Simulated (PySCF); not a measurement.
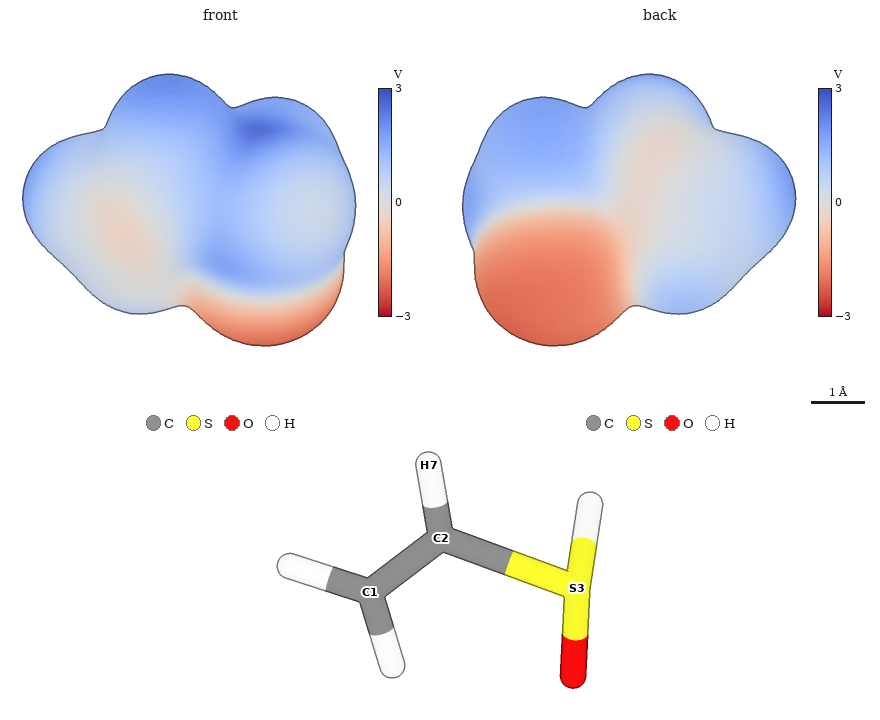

Figure 1: C₂H₄OS (SMILES C=C[SH]=O). The molecular electrostatic potential painted on the density surface at 0.004 e/bohr³, seen from the front and from behind; red is negative and blue positive. The bare structure is drawn below in the same view.

Geometry: GFN2-xTB, coordinate held.

Method: PBE0/pcSseg-2, SCF density, gas phase, non-relativistic (PySCF).

```tsv
atom	x (Å)	y (Å)	z (Å)
C	-1.1476	-0.0924	0.0086
C	-0.0732	0.5764	0.3541
S	1.5649	-0.2805	0.3525
O	1.2251	-1.5510	-0.2971
H	-1.0543	-1.1345	-0.2576
H	-2.1257	0.3527	-0.0502
H	-0.0376	1.6105	0.6527
H	1.6940	0.5192	-0.8039
```

> Describe the electrostatic potential map.

The most negative region (about −2.1 V) lies over O4, the most positive (about +2.4 V) over S3. O4 is the likeliest acceptor of a hydrogen bond.
